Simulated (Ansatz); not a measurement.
# Calculations on C2H6FNSi

**1. Relaxation**

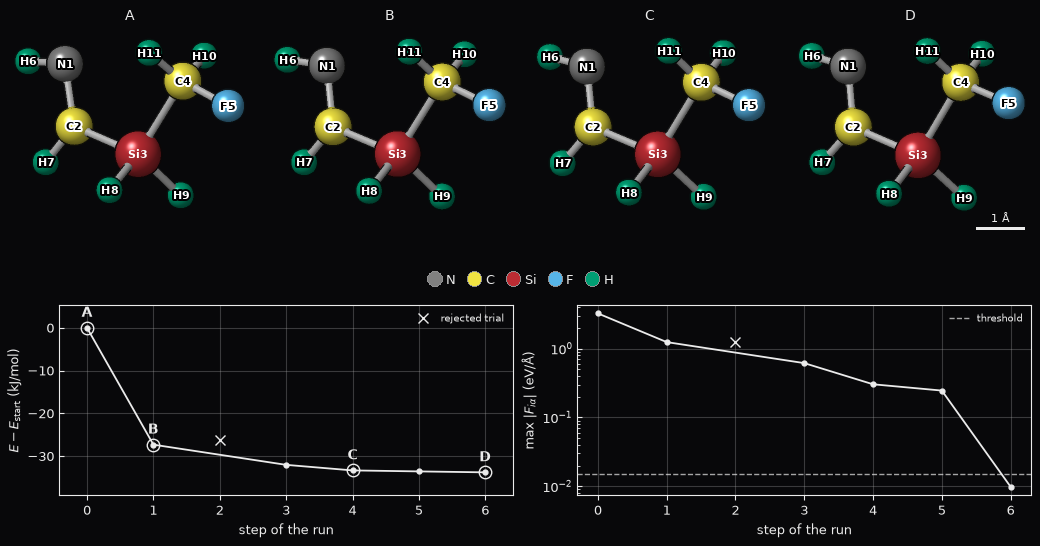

Frames of a relaxation of C2H6FNSi, marked on the history of the run. A ball-and-stick model, seen from a free direction.

The run prepares an end point of a later path (torsion) calculation, from a guessed geometry.

The calculation used RKS PBE-D4/6-31G* (Ansatz 0.2.0). Settings: no spin polarisation; force threshold 0.015 eV/Å; at most 40 steps.

**What happens along the run?**

After 5 accepted moves (6 points after the start) the energy has fallen by 33.8 kJ/mol. The largest force component goes from 3.2 to 0.0098 eV/Å. The line search rejected the trial step at point 2 of the run. The largest move after the best rigid fit is that of H6, 0.16 Å. Largest moves by element: H 0.16 Å, N 0.09 Å, F 0.06 Å, C 0.05 Å, Si 0.03 Å. Among the contacts that change: C4–H10 1.026 → 1.106 Å, Si3–H8 1.428 → 1.502 Å, N1–C2 1.344 → 1.291 Å, Si3–H9 1.449 → 1.501 Å. Among the angles between lasting bonds that change: H10–C4–H11 113.2° → 107.2°, C2–N1–H6 105.0° → 110.8°, N1–C2–Si3 120.0° → 116.6°. The run took 25 s on 1 thread of Intel(R) Xeon(R) Processor @ 2.70GHz, with other jobs on the host, peak memory 0.16 GiB. From step 0 to 1: H7 moves most (0.07 Å), energy −27.3 kJ/mol. From step 1 to 4: H6 moves most (0.08 Å), energy −6.02 kJ/mol. From step 4 to 6: H6 moves most (0.06 Å), energy −0.45 kJ/mol.

**2. Relaxation**

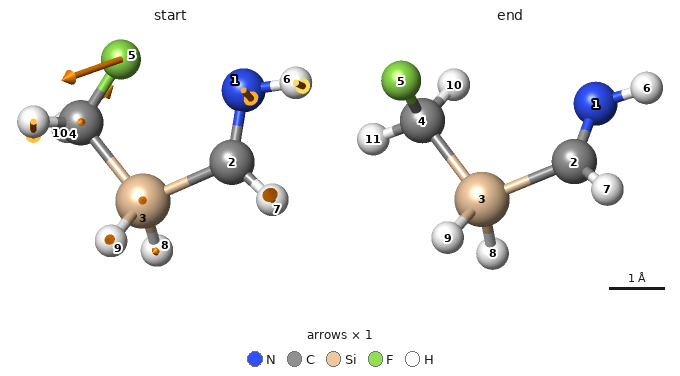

The structure of C2H6FNSi before (left) and after (right) a relaxation, at one scale. The orange arrows give the displacements, at their true length.

The picture is a ball-and-stick view, seen at a tilt.

The run prepares an end point of a later path (torsion) calculation, from a guessed geometry.

Computed with Ansatz 0.2.0, RKS PBE-D4/6-31G*.

The input:
```yaml
crystal:
  periodic: [false, false, false]
  atoms:
    - { symbol: "N", position_ang: [0.7519, 0.9475, 1.6468] }
    - { symbol: C, position_ang: [-0.4366, 1.001, 1.0218] }
    - { symbol: Si, position_ang: [-0.755, -0.0741, -0.4981] }
    - { symbol: C, position_ang: [0.844, -1.0623, -0.9097] }
    - { symbol: F, position_ang: [1.78223, -0.65316, 0.04755] }
    - { symbol: H, position_ang: [0.6808, 1.6576, 2.4317] }
    - { symbol: H, position_ang: [-1.2396, 1.6435, 1.3626] }
    - { symbol: H, position_ang: [-1.8549, -0.9444, -0.23] }
    - { symbol: H, position_ang: [-1.1138, 0.8108, -1.5876] }
    - { symbol: H, position_ang: [0.68904, -2.07579, -0.86311] }
    - { symbol: H, position_ang: [1.20953, -0.72401, -1.89047] }
basis:
  gaussian: { orbitals: "6-31G*" }
hamiltonian:
  xc: pbe
  dispersion: d4
relax:
  f_tol: 0.015
  max_steps: 40
```

Command:
```bash
ansatz run input.yaml --threads 1 --pin off --max-ram 2048MiB --backend cpu --events-out ev --progress --plain --runs-dir out
```

**What changed between the two?**

The atom that moves furthest after the best rigid fit is F5 (1.53 Å). By element the largest moves are F 1.53 Å, H 1.23 Å, N 0.64 Å, Si 0.12 Å, C 0.11 Å. Near-neighbour distances that change, for instance: C4–H10 1.026 → 1.106 Å, Si3–H8 1.428 → 1.506 Å, N1–C2 1.344 → 1.289 Å, Si3–H9 1.449 → 1.501 Å. Bond angles that change, for instance: C2–N1–H6 105.0° → 110.7°, H10–C4–H11 113.2° → 108.4°, Si3–C4–H11 108.0° → 112.5°. Groups turn about Si3–C4 by about 75°, C2–Si3 by about 30°. The energy falls by 68.1 kJ/mol in 22 accepted moves (24 points after the start). The largest force component goes from 3.7 to 0.014 eV/Å. The line search rejected the trial steps at points 2, 13 of the run.

**3. Path**

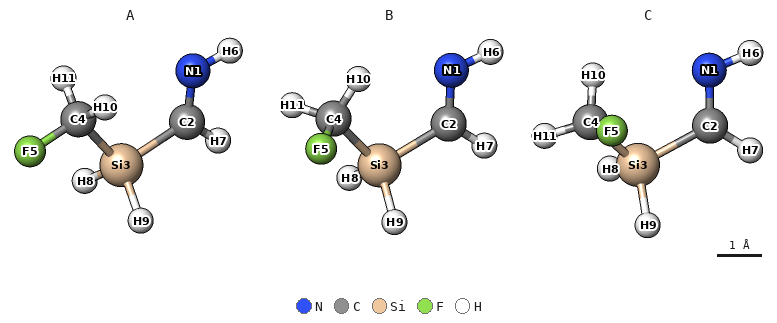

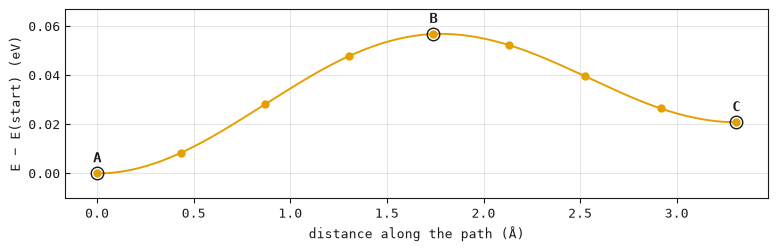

A search for the minimum-energy path of C$_{2}$H$_{6}$FNSi by the nudged elastic band. Images are numbered from 0 (start) to 8 (end). Frames A to C are images 0, 4, 8. Style: ball-and-stick. Shown at a tilt.

These are results of Ansatz 0.2.0, RKS PBE-D4/6-31G*, not measurements. Set-up: 7 movable images; climbing image; force threshold 0.03 eV/Å; iteration limit 60; starting path by image-dependent pair potential.

**What happens along the path, and what is the barrier?**

Forward barrier 0.057 eV, backward barrier 0.036 eV, with image 4 at the top; the reaction energy is +0.021 eV. The motion is a rotation about the Si3–C4 bond by about 105°, with a turn of about 30° about C2–Si3. No bond forms or breaks between the ends. Bond angles that change up to the highest image, for instance: Si3–C4–H10 111.3° → 108.1°, C2–Si3–H8 110.0° → 107.7°. The band is converged. At the top, the vibrational analysis gives one imaginary mode (74i cm⁻¹), as a transition state must have.
